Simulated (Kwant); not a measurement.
System: stadium cavity between two wires in a Ge (holes) two-dimensional gas. Effective mass 0.06 mₑ, grid spacing 3.3 nm, hard walls, nominal width 40 nm (13 grid rows, so walls 46.2 nm apart), one parabolic valley, scattering region 340 nm long along x; energies count from the band bottom; Fermi energy 0.012 eV. Cavity of radius 74 nm, straight part 74 nm, centre moved sideways by 0 nm. Perpendicular field swept from 0 to 1.5 T, none in the leads; orbital effect alone.

The device is made up for the run: typed textbook-type constants, with dimensions and the other settings drawn at random.

Kwant, effective-mass tight-binding model on a square grid, one spin, coherent transport at 0 K. Conductance is in e²/h.

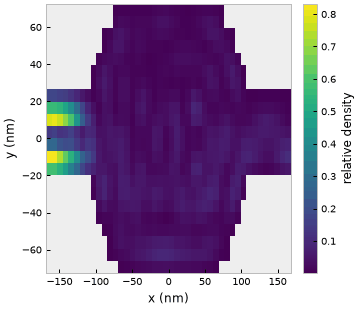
*Density of the scattering states that come in from the left lead, at field = 0.75843 T, in bins, relative to the largest site value*

The conductance there is 0.95 e²/h with 2 open channel(s) in the leads.
